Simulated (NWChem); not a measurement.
# PN (phosphorus nitride) at 4 levels

We compute a comparison of 4 runs (BLYP/aug-cc-pVTZ, BHLYP/aug-cc-pVTZ, TPSS/aug-cc-pVTZ, r2SCAN/aug-cc-pVTZ) of PN (phosphorus nitride). 

Program for the calculation: NWChem 7.3.0.

### 1 The system as given

The species is PN (2 atoms), meant as a singlet with charge 0. As SMILES, `N#P`. The bond length is the measured one.

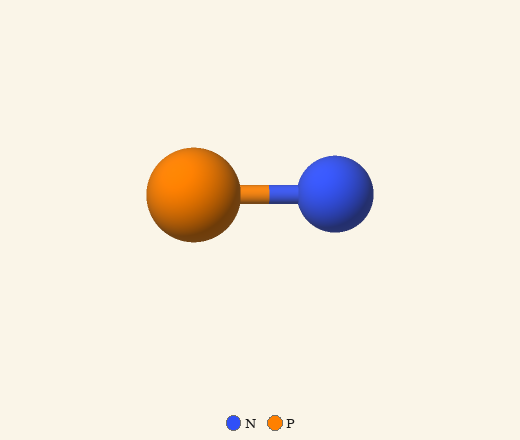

The structure, seen from a chosen angle (nitrogen blue, phosphorus orange).

### 2 Energy and forces at BLYP/aug-cc-pVTZ (run 1)

Contents of np.xyz:

```xyz
2

N      0.000000     0.000000     0.000000
P      0.000000     0.000000     1.490866
```

Contents of np.nw:

```
start np
memory 2200 mb
geometry noautosym nocenter noautoz
   load np.xyz
end
basis spherical bse
   * library aug-cc-pVTZ
end
dft
   xc becke88 lyp
   grid fine
   convergence energy 1e-08
   iterations 100
   mulliken
   print low
end
task dft gradient
```

Launch:

```console
$ nwchem np.nw > np.out
```

The log of the run:

```text
[...]
 d= 0,ls=0.0,diis     1   -396.0140382545 -4.33D+02  1.40D-02  7.83D-01     4.4
[...]
 d= 0,ls=0.0,diis    11   -396.1041032904 -9.54D-11  3.83D-08  5.21D-11    30.4
         Total DFT energy =     -396.104103290365
      One electron energy =     -619.941082989977
           Coulomb energy =      216.595333106892
    Exchange-Corr. energy =      -30.027706350448
 Nuclear repulsion energy =       37.269352943167
[...]
      Total Density - Mulliken Population Analysis
     ---------------------------------------------
    Atom       Charge   Shell Charges
 -----------   ------   -------------------------------------------------------
    1 N    7     7.53   1.94  0.26  0.99  0.61  0.07  0.94  1.56  1.00  0.07  0.00  0.04  0.04  0.00  0.00
    2 P   15    14.47   2.00  1.83  0.25  1.12  0.63  0.04  5.75  0.64  1.57  0.54 -0.00  0.07  0.03 -0.01  0.02 -0.01
[...]
                         DFT ENERGY GRADIENTS
    atom               coordinates                        gradient
                 x          y          z           x          y          z
   1 N       0.000000   0.000000   0.000000    0.000000   0.000000   0.019414
   2 P       0.000000   0.000000   2.817328   -0.000000  -0.000000  -0.019414
 Task  times  cpu:       51.9s     wall:       51.9s
 Total times  cpu:       51.9s     wall:       51.9s
```

Run time: 53 s. Hardware: 1 thread of Intel Xeon Platinum 8488C (Sapphire Rapids), shared host; peak memory 0.12 GiB.

### 3 Energy and gradient at BHLYP/aug-cc-pVTZ (run 2)

Contents of run.py:

```python
from ase import Atoms
from ase.calculators.nwchem import NWChem

atoms = Atoms(['N', 'P'], positions=[
    [0.000000, 0.000000, 0.000000],
    [0.000000, 0.000000, 1.490866],
])

calc = NWChem(
    label='np',
    theory='dft',
    memory='2200 mb',
    basis='aug-cc-pVTZ',
    basispar='spherical bse',
    dft={'xc': 'bhlyp', 'mult': '1', 'grid': 'fine', 'convergence': 'energy 1e-08', 'iterations': '100', 'mulliken': None},
)
atoms.calc = calc

forces = atoms.get_forces()
print(f"energy = {atoms.get_potential_energy():.6f} eV")
print("forces (eV/A):")
for s, f in zip(atoms.symbols, forces):
    print(f"{s:2s} {f[0]:10.5f} {f[1]:10.5f} {f[2]:10.5f}")
print("dipole (e A):", atoms.get_dipole_moment().round(4))
```

Launch:

```console
$ export ASE_NWCHEM_COMMAND="nwchem PREFIX.nwi > PREFIX.nwo"
$ python run.py
```

The log of the run:

```text
energy = -10777.308903 eV
forces (eV/A):
N    -0.00000   -0.00000    1.69760
P     0.00000    0.00000   -1.69760
dipole (e A): [ 0.     -0.      0.6348]
```

The calculator wrote np.nwi:

```
title "np"

permanent_dir np

scratch_dir np

start np

geometry units angstrom nocenter noautosym noautoz
  N  0.0000000000000000e+00 0.0000000000000000e+00 0.0000000000000000e+00
  P  0.0000000000000000e+00 0.0000000000000000e+00 1.4908660000000000e+00
end

memory 2200 mb

basis spherical bse noprint
   * library aug-cc-pVTZ
end

dft
  xc bhlyp
  mult 1
  grid fine
  convergence energy 1e-08
  iterations 100
  mulliken
end

task dft gradient
```

np.nwo, shortened:

```text
[...]
         Total DFT energy =     -396.058800289238
[...]
  wavefunction    = closed shell
                         DFT ENERGY GRADIENTS
    atom               coordinates                        gradient
                 x          y          z           x          y          z
   1 N       0.000000   0.000000   0.000000    0.000000   0.000000  -0.033013
   2 P       0.000000   0.000000   2.817328   -0.000000  -0.000000   0.033013
[...]
```

Run time: 53 s. Hardware: 1 thread of Intel Xeon Platinum 8488C (Sapphire Rapids), shared host; peak memory 0.12 GiB.

Run 3 isn't shown in full; the table further down has it.

### 4 Energy and gradient at r2SCAN/aug-cc-pVTZ (run 4)

Contents of geom.nw:

```
start geom
title "phosphorous nitride"
memory stack 880 mb heap 220 mb global 1100 mb

geometry units angstroms noautosym nocenter noautoz
  N     0.000000    0.000000    0.000000
  P     0.000000    0.000000    1.490866
end

basis spherical bse
  * library aug-cc-pVTZ
end

dft
  xc r2scan
  grid fine
  convergence energy 1e-08
  maxiter 100
  mulliken
  noprint "final vectors analysis"
end

task dft gradient
```

Launch:

```console
$ nwchem geom.nw > geom.out
```

The log of the run:

```text
[...]
          Wavefunction type:  closed shell.
          No. of atoms     :     2
          No. of electrons :    22
[...]
          Charge           :     0
          Spin multiplicity:     1
[...]
          AO basis - number of functions:    96
[...]
              XC Information
              --------------
                      r^2SCAN Method XC Functional
               r^2SCAN metaGGA Exchange Functional  1.000
                     r^2SCAN Correlation Potential  1.000
[...]
 d= 0,ls=0.0,diis     1   -395.9605680086 -4.33D+02  1.28D-02  6.19D-01     3.6
[...]
 d= 0,ls=0.0,diis    10   -396.0408152218 -1.42D-09  1.04D-07  1.42D-10    30.5
         Total DFT energy =     -396.040815221795
      One electron energy =     -619.954392588279
           Coulomb energy =      216.624258990961
    Exchange-Corr. energy =      -29.980034567644
 Nuclear repulsion energy =       37.269352943167
[...]
      Total Density - Mulliken Population Analysis
     ---------------------------------------------
    Atom       Charge   Shell Charges
 -----------   ------   -------------------------------------------------------
    1 N    7     7.52   1.95  0.25  1.01  0.60  0.03  0.90  1.60  1.02  0.06  0.00  0.04  0.05  0.00  0.00
    2 P   15    14.48   2.00  1.87  0.19  1.11  0.67  0.03  5.76  0.59  1.64  0.51 -0.01  0.07  0.04 -0.01  0.02 -0.01
[...]
  wavefunction    = closed shell
                         DFT ENERGY GRADIENTS
    atom               coordinates                        gradient
                 x          y          z           x          y          z
   1 N       0.000000   0.000000   0.000000    0.000000   0.000000   0.001719
   2 P       0.000000   0.000000   2.817328   -0.000000  -0.000000  -0.001719
[...]
```

It took 56 s on 1 thread of Intel Xeon Platinum 8488C (Sapphire Rapids), shared host; peak memory 0.12 GiB.

### 5 Overview of the runs

```csv
run,level,energy (Eh),largest force (eV/Å),wall time
1,BLYP/aug-cc-pVTZ,-396.104103,0.998,53 s
2,BHLYP/aug-cc-pVTZ,-396.058800,1.698,53 s
3,TPSS/aug-cc-pVTZ,-396.130822,0.653,53 s
4,r2SCAN/aug-cc-pVTZ,-396.040815,0.088,56 s
```

### 6 Results

```
                       quantity          value
            run 4: total energy  -396.04082 Eh
           run 4: dipole moment         2.72 D
run 4: largest force on an atom     0.088 eV/Å
```

What this shows: Over runs 2, 3, 4 the dipole moment (its size) runs from 2.63 D (TPSS/aug-cc-pVTZ) to 3.05 D (BHLYP/aug-cc-pVTZ). Totals of different functionals can't be ranked against each other. All runs together took 3.6 min, the longest 56 s.
